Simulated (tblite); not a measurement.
**Geometry relaxation of C3H9GeN (part 2 of 2)**

The same run, continued: C3H9GeN; GFN2-xTB geometry optimisation, gas phase (tblite 0.8.0). It belongs to a series of runs on one base structure; here: constitutional isomer.

Geometry of the input (Å):
```
C  -1.6483  1.1316  0.0045
C  -0.7578  0.2031  0.2966
C  -1.2109  -1.1258  0.7923
Ge 1.1037  0.6108  0.0930
N  2.2297  -0.8409  0.3528
H  -2.7149  0.9917  0.0880
H  -1.2480  2.0920  -0.3494
H  -0.9016  -1.9534  0.1226
H  -2.3295  -1.1613  0.8048
H  -0.9147  -1.3202  1.8373
H  1.4221  1.7619  1.0907
H  1.2313  1.2215  -1.3255
H  2.7362  -0.9774  -0.5672
H  3.0021  -0.6341  1.0175
```

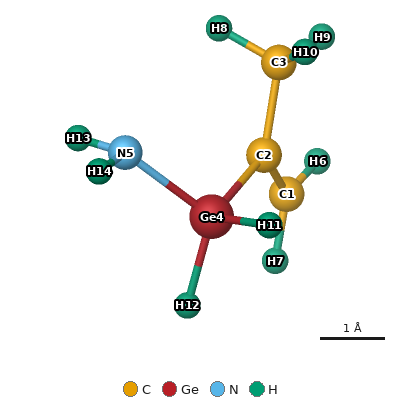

*The geometry at step 105 of the log (ball-and-stick view, seen at a tilt; atoms are numbered from 1 in the order of the input).*

### Trajectory as extended XYZ, continued
```
14
Properties=species:S:1:pos:R:3:forces:R:3 step=59 energy=-430.29179
C    -1.7134    1.1139   -0.1269   -0.0080  -0.0210  -0.0330
C    -0.7734    0.2670    0.2654   -0.0320   0.0480   0.0730
C    -1.0948   -1.0924    0.7995    0.0150  -0.0150  -0.0280
Ge    1.1296    0.7661    0.1922   -0.0510   0.0350  -0.0290
N     2.1084   -0.7459    0.4181    0.0600   0.0500   0.0540
H    -2.7645    0.8653   -0.0952   -0.0060  -0.0140   0.0350
H    -1.4761    2.0948   -0.5085    0.0510  -0.0230  -0.0110
H    -0.6752   -1.8453    0.1341    0.0070  -0.0700  -0.0080
H    -2.1679   -1.2578    0.8810    0.0060   0.0460  -0.0010
H    -0.6339   -1.2338    1.7768   -0.0030   0.0420  -0.0180
H     1.5777    1.6490    1.3265   -0.0170   0.0080  -0.0180
H     1.4137    1.5111   -1.1065    0.0100   0.0190   0.0600
H     1.9677   -1.4752   -0.2656    0.0740  -0.0370  -0.0070
H     3.1015   -0.6172    0.5668   -0.1080  -0.0670  -0.0680
14
Properties=species:S:1:pos:R:3:forces:R:3 step=64 energy=-430.29501
C    -1.7094    1.1107   -0.1333   -0.0030  -0.0070   0.0050
C    -0.7744    0.2651    0.2717    0.0210  -0.0080  -0.0290
C    -1.1002   -1.0949    0.7993    0.0050   0.0020   0.0050
Ge    1.1265    0.7653    0.1954    0.0030  -0.0250   0.0310
N     2.1185   -0.7429    0.4176   -0.0180   0.0250  -0.0090
H    -2.7606    0.8646   -0.0973   -0.0170   0.0070   0.0040
H    -1.4619    2.0885   -0.5161    0.0130  -0.0160  -0.0060
H    -0.6859   -1.8558    0.1378   -0.0030  -0.0070   0.0030
H    -2.1745   -1.2478    0.8810   -0.0120   0.0070   0.0010
H    -0.6420   -1.2323    1.7774    0.0090   0.0030   0.0160
H     1.5702    1.6489    1.3302   -0.0090  -0.0020   0.0050
H     1.4042    1.5285   -1.0883    0.0220   0.0230  -0.0090
H     1.9756   -1.4861   -0.2513   -0.0060  -0.0070  -0.0140
H     3.1133   -0.6125    0.5339   -0.0050   0.0060  -0.0030
14
Properties=species:S:1:pos:R:3:forces:R:3 step=69 energy=-430.29577
C    -1.7074    1.1056   -0.1376    0.0050   0.0010  -0.0140
C    -0.7710    0.2606    0.2660   -0.0230  -0.0080   0.0190
C    -1.0999   -1.0954    0.8017   -0.0050  -0.0090   0.0030
Ge    1.1271    0.7661    0.2022   -0.0020   0.0300  -0.0470
N     2.1209   -0.7387    0.4124    0.0090  -0.0230   0.0000
H    -2.7604    0.8641   -0.1010    0.0200   0.0010   0.0030
H    -1.4542    2.0797   -0.5252   -0.0050   0.0070  -0.0110
H    -0.6906   -1.8612    0.1424   -0.0030  -0.0060   0.0160
H    -2.1760   -1.2408    0.8829    0.0140  -0.0060   0.0140
H    -0.6413   -1.2298    1.7810   -0.0080   0.0040  -0.0120
H     1.5635    1.6465    1.3419   -0.0050  -0.0100   0.0160
H     1.4081    1.5448   -1.0757    0.0110  -0.0010   0.0200
H     1.9624   -1.4935   -0.2406   -0.0030   0.0230  -0.0050
H     3.1179   -0.6085    0.5075   -0.0040  -0.0040   0.0000
14
Properties=species:S:1:pos:R:3:forces:R:3 step=73 energy=-430.29639
C    -1.7070    1.1020   -0.1444    0.0030   0.0060   0.0050
C    -0.7701    0.2592    0.2620    0.0110   0.0050  -0.0070
C    -1.0955   -1.0953    0.8039    0.0000   0.0070   0.0050
Ge    1.1272    0.7717    0.1994    0.0060  -0.0120   0.0200
N     2.1159   -0.7374    0.4079    0.0000   0.0170   0.0250
H    -2.7597    0.8618   -0.1010    0.0030  -0.0040  -0.0090
H    -1.4549    2.0750   -0.5353   -0.0060   0.0040  -0.0130
H    -0.6872   -1.8653    0.1490   -0.0080   0.0010   0.0030
H    -2.1707   -1.2398    0.8900   -0.0070  -0.0150   0.0050
H    -0.6351   -1.2249    1.7822    0.0050   0.0080   0.0090
H     1.5544    1.6419    1.3516   -0.0040  -0.0120   0.0070
H     1.4251    1.5604   -1.0653   -0.0040   0.0080  -0.0110
H     1.9423   -1.4929   -0.2390    0.0110  -0.0060  -0.0300
H     3.1146   -0.6168    0.4968   -0.0100  -0.0060  -0.0100
14
Properties=species:S:1:pos:R:3:forces:R:3 step=78 energy=-430.29686
C    -1.7026    1.1010   -0.1486   -0.0080  -0.0070  -0.0110
C    -0.7680    0.2562    0.2594   -0.0130  -0.0010   0.0080
C    -1.0979   -1.0954    0.8078    0.0010   0.0020   0.0050
Ge    1.1277    0.7718    0.2039   -0.0020   0.0010  -0.0110
N     2.1162   -0.7380    0.4083   -0.0020  -0.0090  -0.0170
H    -2.7552    0.8615   -0.1050   -0.0070   0.0000  -0.0110
H    -1.4497    2.0715   -0.5460   -0.0020  -0.0040   0.0000
H    -0.6944   -1.8717    0.1570    0.0090   0.0140   0.0010
H    -2.1735   -1.2402    0.8959    0.0070   0.0140   0.0070
H    -0.6361   -1.2212    1.7863   -0.0010   0.0070   0.0000
H     1.5478    1.6353    1.3629    0.0020  -0.0040   0.0110
H     1.4286    1.5679   -1.0586   -0.0110  -0.0070   0.0210
H     1.9412   -1.4858   -0.2483    0.0050  -0.0010  -0.0110
H     3.1151   -0.6132    0.4828    0.0210  -0.0050   0.0090
14
Properties=species:S:1:pos:R:3:forces:R:3 step=82 energy=-430.29841
C    -1.7066    1.0947   -0.1720    0.0060  -0.0140   0.0200
C    -0.7732    0.2563    0.2519   -0.0150   0.0000   0.0500
C    -1.0956   -1.0871    0.8242    0.0000  -0.0040   0.0070
Ge    1.1227    0.7687    0.2204    0.0490  -0.0050  -0.0620
N     2.1086   -0.7511    0.3885    0.0510  -0.0210  -0.0470
H    -2.7599    0.8583   -0.1254    0.0000  -0.0090  -0.0260
H    -1.4502    2.0603   -0.5788   -0.0090  -0.0060  -0.0120
H    -0.6914   -1.8705    0.1822   -0.0090   0.0120   0.0030
H    -2.1695   -1.2360    0.9257    0.0120   0.0150  -0.0050
H    -0.6223   -1.1961    1.8000   -0.0170   0.0130  -0.0130
H     1.5346    1.6113    1.3983    0.0050  -0.0270   0.0120
H     1.4450    1.5831   -1.0249   -0.0270   0.0090   0.0220
H     1.9490   -1.4672   -0.3087   -0.0050   0.0390   0.0360
H     3.1081   -0.6249    0.4764   -0.0420  -0.0030   0.0170
14
Properties=species:S:1:pos:R:3:forces:R:3 step=87 energy=-430.30276
C    -1.7003    1.0685   -0.2446    0.0110   0.0000   0.0120
C    -0.7799    0.2513    0.2445    0.0220   0.0070   0.0130
C    -1.1060   -1.0619    0.8788   -0.0020   0.0030   0.0090
Ge    1.1202    0.7526    0.2608   -0.0130   0.0190   0.0090
N     2.1346   -0.7573    0.3152   -0.0740   0.0040  -0.0220
H    -2.7573    0.8442   -0.2121    0.0260  -0.0450  -0.0110
H    -1.4320    2.0108   -0.6978    0.0100  -0.0260   0.0060
H    -0.7159   -1.8733    0.2635   -0.0180  -0.0010   0.0050
H    -2.1771   -1.2005    1.0105   -0.0150   0.0120  -0.0230
H    -0.6114   -1.1281    1.8471   -0.0160  -0.0130   0.0250
H     1.4945    1.4699    1.5304    0.0350   0.0160  -0.0090
H     1.4391    1.6776   -0.8988    0.0030   0.0480  -0.0100
H     1.9582   -1.4376   -0.4101   -0.0070  -0.0290  -0.0350
H     3.1325   -0.6166    0.3704    0.0370   0.0070   0.0320
14
Properties=species:S:1:pos:R:3:forces:R:3 step=92 energy=-430.30844
C    -1.6881    1.0346   -0.2992    0.0240  -0.0430  -0.0730
C    -0.7791    0.2472    0.2545   -0.0100  -0.0350  -0.0680
C    -1.1186   -1.0348    0.9424    0.0020   0.0120   0.0070
Ge    1.1170    0.7440    0.2940    0.0300   0.0470  -0.0420
N     2.1260   -0.7699    0.2150    0.0420   0.0490   0.0370
H    -2.7437    0.8050   -0.2975    0.0020  -0.0310   0.0310
H    -1.4014    1.9415   -0.8061   -0.0090   0.0550   0.0100
H    -0.7474   -1.8787    0.3593    0.0010   0.0330   0.0020
H    -2.1921   -1.1496    1.0820    0.0160   0.0040   0.0200
H    -0.6116   -1.0644    1.9064   -0.0650  -0.0440   0.0410
H     1.4685    1.3466    1.6281    0.0820   0.0000  -0.0010
H     1.4558    1.7708   -0.7808   -0.0510  -0.0190   0.0540
H     1.9947   -1.3634   -0.5932    0.0250   0.0400   0.0200
H     3.1193   -0.6294    0.3529   -0.0890  -0.0680  -0.0360
14
Properties=species:S:1:pos:R:3:forces:R:3 step=96 energy=-430.31357
C    -1.6775    1.0206   -0.3205   -0.0020  -0.0100  -0.0470
C    -0.7762    0.2422    0.2582    0.0080   0.0120  -0.0010
C    -1.1322   -1.0255    0.9647   -0.0060  -0.0170  -0.0330
Ge    1.1190    0.7428    0.2945    0.0110   0.0070   0.0820
N     2.1335   -0.7618    0.1810    0.0310   0.0170   0.0440
H    -2.7318    0.7828   -0.3230    0.0050   0.0150   0.0140
H    -1.3892    1.9284   -0.8293   -0.0260  -0.0340   0.0110
H    -0.7688   -1.8739    0.3847    0.0210  -0.0250   0.0210
H    -2.2074   -1.1289    1.0970   -0.0110   0.0150   0.0010
H    -0.6412   -1.0628    1.9373   -0.0190   0.0160  -0.0220
H     1.4882    1.3049    1.6426    0.0600   0.0040  -0.0090
H     1.4293    1.8064   -0.7439   -0.0180   0.0050  -0.0160
H     2.0328   -1.3386   -0.6412   -0.0420   0.0110  -0.0450
H     3.1210   -0.6370    0.3557   -0.0130  -0.0140   0.0010
14
Properties=species:S:1:pos:R:3:forces:R:3 step=101 energy=-430.31849
C    -1.6519    0.9778   -0.3760   -0.0050   0.0430   0.0430
C    -0.7644    0.2300    0.2614    0.0130   0.0260   0.0150
C    -1.1494   -1.0114    0.9989   -0.0080   0.0050   0.0080
Ge    1.1277    0.7440    0.3403   -0.0510   0.0360   0.0170
N     2.1407   -0.7492    0.1294    0.0800  -0.0280  -0.0430
H    -2.7063    0.7427   -0.3871   -0.0030  -0.0260  -0.0270
H    -1.3594    1.8741   -0.8997    0.0100  -0.0060  -0.0270
H    -0.8006   -1.8866    0.4512   -0.0050  -0.0120   0.0000
H    -2.2278   -1.0767    1.1290   -0.0160  -0.0470  -0.0290
H    -0.6717   -1.0321    1.9773    0.0250   0.0250   0.0160
H     1.5151    1.2288    1.7133    0.0240  -0.0010  -0.0120
H     1.4038    1.8745   -0.6423    0.0080  -0.0400   0.0120
H     2.0089   -1.2827   -0.7207    0.0120   0.0630   0.0570
H     3.1346   -0.6337    0.2830   -0.0840  -0.0380  -0.0310
14
Properties=species:S:1:pos:R:3:forces:R:3 step=105 energy=-430.32123
C    -1.6523    0.9725   -0.3823   -0.0040   0.0020  -0.0120
C    -0.7652    0.2371    0.2702   -0.0090  -0.0060   0.0060
C    -1.1502   -1.0047    1.0093    0.0110   0.0120   0.0060
Ge    1.1281    0.7500    0.3549    0.0090   0.0010   0.0170
N     2.1290   -0.7483    0.1117   -0.0360  -0.0070  -0.0160
H    -2.7023    0.7175   -0.4092    0.0070   0.0020  -0.0120
H    -1.3654    1.8622   -0.9211    0.0150  -0.0040   0.0160
H    -0.7966   -1.8836    0.4692    0.0290   0.0270   0.0060
H    -2.2297   -1.0813    1.1296    0.0110  -0.0040   0.0010
H    -0.6735   -1.0117    1.9890   -0.0220  -0.0160   0.0120
H     1.5514    1.2194    1.7240   -0.0220  -0.0120  -0.0180
H     1.4048    1.8827   -0.6217    0.0040  -0.0130  -0.0050
H     2.0021   -1.2466   -0.7588    0.0150   0.0220   0.0240
H     3.1190   -0.6657    0.2932   -0.0080  -0.0020  -0.0260
14
Properties=species:S:1:pos:R:3:forces:R:3 step=110 energy=-430.32280
C    -1.6438    0.9522   -0.4129    0.0050  -0.0030  -0.0120
C    -0.7639    0.2391    0.2732    0.0010   0.0080   0.0150
C    -1.1478   -0.9870    1.0367   -0.0180  -0.0100   0.0060
Ge    1.1275    0.7486    0.3775   -0.0200  -0.0050  -0.0170
N     2.1151   -0.7479    0.0773    0.0330   0.0030   0.0060
H    -2.6925    0.6931   -0.4555    0.0180  -0.0050   0.0030
H    -1.3485    1.8285   -0.9682    0.0090   0.0100   0.0070
H    -0.7878   -1.8731    0.5135    0.0100   0.0060  -0.0010
H    -2.2268   -1.0621    1.1562   -0.0130  -0.0260  -0.0100
H    -0.6761   -0.9797    2.0186   -0.0040   0.0150   0.0170
H     1.5372    1.1564    1.7655    0.0090   0.0140   0.0260
H     1.4127    1.9105   -0.5590    0.0110   0.0040  -0.0070
H     1.9857   -1.1961   -0.8181   -0.0170  -0.0290  -0.0360
H     3.1082   -0.6830    0.2530   -0.0250   0.0180   0.0040
14
Properties=species:S:1:pos:R:3:forces:R:3 step=114 energy=-430.32364
C    -1.6325    0.9416   -0.4254   -0.0090   0.0020  -0.0020
C    -0.7656    0.2371    0.2852    0.0170  -0.0090   0.0020
C    -1.1597   -0.9847    1.0516    0.0050   0.0060   0.0040
Ge    1.1262    0.7461    0.3916    0.0050  -0.0020   0.0070
N     2.1155   -0.7426    0.0563   -0.0020   0.0230   0.0420
H    -2.6793    0.6812   -0.4832   -0.0140  -0.0070   0.0020
H    -1.3294    1.8134   -0.9836    0.0160   0.0080   0.0080
H    -0.7945   -1.8730    0.5361    0.0140   0.0040  -0.0040
H    -2.2403   -1.0605    1.1594    0.0030  -0.0110  -0.0050
H    -0.6961   -0.9728    2.0378   -0.0240   0.0150   0.0070
H     1.5526    1.1371    1.7817   -0.0080  -0.0010   0.0040
H     1.4085    1.9187   -0.5323   -0.0010   0.0090  -0.0070
H     1.9865   -1.1685   -0.8491   -0.0190  -0.0430  -0.0600
H     3.1074   -0.6735    0.2318    0.0160   0.0060   0.0030
14
Properties=species:S:1:pos:R:3:forces:R:3 step=119 energy=-430.32454
C    -1.6235    0.9315   -0.4376    0.0010   0.0110   0.0140
C    -0.7618    0.2401    0.2919   -0.0090  -0.0060  -0.0070
C    -1.1575   -0.9792    1.0603   -0.0060  -0.0120   0.0010
Ge    1.1283    0.7500    0.4073   -0.0050   0.0040  -0.0030
N     2.1092   -0.7393    0.0480   -0.0210   0.0140   0.0040
H    -2.6681    0.6625   -0.5073    0.0130   0.0150  -0.0040
H    -1.3137    1.8025   -0.9938   -0.0160   0.0020  -0.0060
H    -0.7800   -1.8652    0.5496    0.0240  -0.0100   0.0260
H    -2.2382   -1.0657    1.1563   -0.0090   0.0050  -0.0180
H    -0.7089   -0.9576    2.0529   -0.0030  -0.0020   0.0030
H     1.5527    1.1227    1.8032    0.0040  -0.0020  -0.0050
H     1.4118    1.9330   -0.5049   -0.0010   0.0000   0.0050
H     1.9416   -1.1735   -0.8489    0.0090  -0.0100  -0.0040
H     3.1072   -0.6623    0.1807    0.0180  -0.0090  -0.0050
14
Properties=species:S:1:pos:R:3:forces:R:3 step=124 energy=-430.32526
C    -1.6193    0.9298   -0.4406   -0.0070  -0.0040  -0.0110
C    -0.7624    0.2409    0.2968    0.0160   0.0060   0.0050
C    -1.1584   -0.9786    1.0656    0.0110   0.0060  -0.0040
Ge    1.1275    0.7533    0.4149   -0.0050   0.0020  -0.0050
N     2.1029   -0.7328    0.0387    0.0370  -0.0370  -0.0160
H    -2.6608    0.6557   -0.5236   -0.0200   0.0060   0.0130
H    -1.3106    1.7999   -0.9988    0.0070   0.0010   0.0090
H    -0.7578   -1.8626    0.5694   -0.0030  -0.0130   0.0060
H    -2.2401   -1.0751    1.1434    0.0150  -0.0090  -0.0190
H    -0.7250   -0.9483    2.0650   -0.0200   0.0200   0.0080
H     1.5662    1.1130    1.8092   -0.0060  -0.0030   0.0080
H     1.4126    1.9439   -0.4854   -0.0080   0.0080  -0.0100
H     1.9205   -1.1811   -0.8488   -0.0090   0.0180   0.0100
H     3.1041   -0.6585    0.1520   -0.0080   0.0000   0.0050
14
Properties=species:S:1:pos:R:3:forces:R:3 step=128 energy=-430.32768
C    -1.6258    0.9478   -0.4205    0.0100  -0.0210   0.0280
C    -0.7610    0.2442    0.2957   -0.0330   0.0350  -0.0060
C    -1.1460   -0.9845    1.0556    0.0030  -0.0060  -0.0240
Ge    1.1282    0.7500    0.4034    0.0060   0.0800  -0.0300
N     2.0908   -0.7493    0.0487    0.0150  -0.0400  -0.0410
H    -2.6688    0.6733   -0.4984    0.0110   0.0200   0.0140
H    -1.3250    1.8354   -0.9586    0.0000  -0.0700   0.0220
H    -0.6691   -1.8558    0.6035   -0.0430   0.0210  -0.0040
H    -2.2265   -1.1266    1.0637    0.0580  -0.0350   0.0170
H    -0.7755   -0.9219    2.0802   -0.0620   0.0380  -0.0340
H     1.5722    1.1407    1.7884    0.0020  -0.0120  -0.0080
H     1.4080    1.9221   -0.5280    0.0010  -0.0200   0.0280
H     1.9064   -1.1976   -0.8394    0.0110   0.0210   0.0390
H     3.0914   -0.6782    0.1635    0.0210  -0.0120  -0.0020
14
Properties=species:S:1:pos:R:3:forces:R:3 step=133 energy=-430.33052
C    -1.6206    0.9474   -0.4114    0.0020   0.0090  -0.0050
C    -0.7603    0.2425    0.3067    0.0250  -0.0140  -0.0060
C    -1.1498   -0.9874    1.0602   -0.0060  -0.0100   0.0010
Ge    1.1319    0.7543    0.4028    0.0020  -0.0470   0.0110
N     2.0915   -0.7481    0.0327   -0.0240   0.0300   0.0060
H    -2.6635    0.6819   -0.5035   -0.0120  -0.0140   0.0370
H    -1.3090    1.8338   -0.9407    0.0020   0.0140  -0.0300
H    -0.6115   -1.8497    0.6650   -0.0040   0.0330   0.0050
H    -2.2202   -1.1748    0.9961   -0.0020  -0.0110  -0.0010
H    -0.8667   -0.8845    2.1083   -0.0070   0.0090  -0.0140
H     1.5932    1.1335    1.7850    0.0000   0.0000  -0.0050
H     1.3978    1.9298   -0.5242    0.0070  -0.0030   0.0100
H     1.8922   -1.1927   -0.8524   -0.0040  -0.0090  -0.0180
H     3.0941   -0.6865    0.1333    0.0200   0.0120   0.0090
14
Properties=species:S:1:pos:R:3:forces:R:3 step=137 energy=-430.33208
C    -1.6153    0.9422   -0.4189    0.0010   0.0110   0.0050
C    -0.7597    0.2399    0.3081   -0.0390  -0.0050  -0.0090
C    -1.1536   -0.9794    1.0769   -0.0100   0.0050   0.0140
Ge    1.1334    0.7428    0.4100   -0.0160   0.0320  -0.0110
N     2.0838   -0.7490   -0.0077    0.0350  -0.0360  -0.0270
H    -2.6615    0.6849   -0.5090    0.0300  -0.0210   0.0320
H    -1.2967    1.8225   -0.9560   -0.0060  -0.0060  -0.0140
H    -0.5526   -1.8285    0.7509   -0.0110   0.0120   0.0040
H    -2.2091   -1.2161    0.9541    0.0040   0.0070  -0.0240
H    -0.9484   -0.8267    2.1372    0.0080   0.0030  -0.0120
H     1.6005    1.0872    1.7999    0.0010  -0.0110  -0.0150
H     1.3967    1.9426   -0.4896    0.0070  -0.0210   0.0250
H     1.8966   -1.1614   -0.9122   -0.0020   0.0210   0.0330
H     3.0853   -0.7015    0.1141   -0.0020   0.0070  -0.0010
14
Properties=species:S:1:pos:R:3:forces:R:3 step=142 energy=-430.33294
C    -1.6027    0.9309   -0.4329   -0.0050  -0.0080  -0.0070
C    -0.7581    0.2339    0.3108    0.0190   0.0110   0.0020
C    -1.1655   -0.9713    1.0935   -0.0030   0.0060   0.0000
Ge    1.1343    0.7347    0.4240   -0.0010  -0.0120   0.0030
N     2.0909   -0.7426   -0.0363    0.0130   0.0100   0.0050
H    -2.6480    0.6736   -0.5210   -0.0160  -0.0080  -0.0010
H    -1.2758    1.7968   -0.9880   -0.0140   0.0020   0.0090
H    -0.5475   -1.8211    0.8036   -0.0100   0.0040   0.0000
H    -2.2145   -1.2187    0.9405    0.0030   0.0010   0.0010
H    -0.9923   -0.7936    2.1553   -0.0080  -0.0020  -0.0020
H     1.6045    1.0354    1.8215    0.0000   0.0020   0.0050
H     1.3900    1.9611   -0.4363    0.0200   0.0000  -0.0030
H     1.8901   -1.1342   -0.9461    0.0080  -0.0040  -0.0040
H     3.0939   -0.6854    0.0692   -0.0070  -0.0010  -0.0080
14
Properties=species:S:1:pos:R:3:forces:R:3 step=146 energy=-430.33320
C    -1.6067    0.9306   -0.4334   -0.0010  -0.0020   0.0070
C    -0.7582    0.2357    0.3082    0.0000  -0.0110   0.0000
C    -1.1654   -0.9696    1.0914    0.0000  -0.0050  -0.0030
Ge    1.1349    0.7338    0.4220    0.0030   0.0140   0.0040
N     2.0957   -0.7409   -0.0339   -0.0080  -0.0190  -0.0040
H    -2.6527    0.6717   -0.5157    0.0070  -0.0020  -0.0030
H    -1.2836    1.7979   -0.9884   -0.0150   0.0000   0.0020
H    -0.5603   -1.8248    0.7911    0.0100   0.0050  -0.0060
H    -2.2173   -1.2089    0.9481   -0.0120   0.0070   0.0080
H    -0.9780   -0.7994    2.1519   -0.0120   0.0050  -0.0020
H     1.5978    1.0386    1.8218    0.0010  -0.0040  -0.0040
H     1.3981    1.9588   -0.4385    0.0110   0.0000  -0.0020
H     1.8973   -1.1398   -0.9412    0.0050   0.0070   0.0060
H     3.0979   -0.6842    0.0744    0.0110   0.0060  -0.0030
14
Properties=species:S:1:pos:R:3:forces:R:3 step=151 energy=-430.33342
C    -1.6092    0.9290   -0.4340   -0.0020   0.0040   0.0030
C    -0.7586    0.2361    0.3070   -0.0010   0.0010  -0.0010
C    -1.1667   -0.9673    1.0927    0.0010   0.0010  -0.0010
Ge    1.1361    0.7321    0.4218   -0.0050  -0.0050  -0.0050
N     2.0967   -0.7437   -0.0364    0.0080   0.0020  -0.0010
H    -2.6547    0.6677   -0.5135    0.0010  -0.0060  -0.0010
H    -1.2918    1.7965   -0.9916    0.0020   0.0020   0.0010
H    -0.5577   -1.8211    0.7964   -0.0020  -0.0010   0.0040
H    -2.2186   -1.2080    0.9478    0.0060   0.0040   0.0010
H    -0.9844   -0.7921    2.1534   -0.0030  -0.0020  -0.0040
H     1.5971    1.0277    1.8235    0.0010   0.0030   0.0050
H     1.4089    1.9587   -0.4338    0.0010  -0.0020   0.0010
H     1.9031   -1.1346   -0.9482    0.0000   0.0000   0.0000
H     3.0991   -0.6815    0.0727   -0.0060  -0.0010  -0.0020
```

### Key numbers

```csv
quantity,value
outcome,converged
total energy,−430.3334 eV
hardware,"1 CPU thread, shared host"
wall time,2.3 s
peak memory,0.18 GiB
```
